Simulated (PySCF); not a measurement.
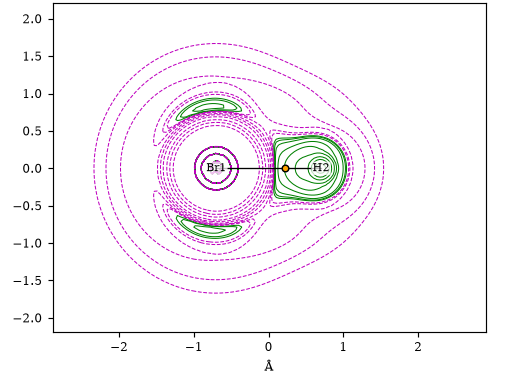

Figure 1: BrH, SMILES `Br`. Negative Laplacian of the density (−∇²ρ) in a plane that holds the bond (solid green lines positive, dashed magenta lines negative, contours at ±0.02 to ±8 a.u.), with bond paths and bond critical points (dots).

Level of theory: r2SCAN/def2-SVP (PySCF), at a geometry from GFN2-xTB. No frequency check shows the geometry to be a minimum. GFN2-xTB bond lengths at metals and heavier atoms can be off by up to 0.1 Å and shapes distorted, which carries into these values.

Cartesian coordinates (Å):

```
Br1      0.0389    0.0000    0.0000
H2      -1.3627    0.0000    0.0000
```

> Sort the bonds in the plane by the sign of ∇²ρ at their critical points.

Concentrated (∇²ρ < 0): Br1–H2 (−0.42 a.u.). At none is it depleted.

> Where along Br1–H2 does the critical point lie?

0.92 Å from Br1 and 0.48 Å from H2.
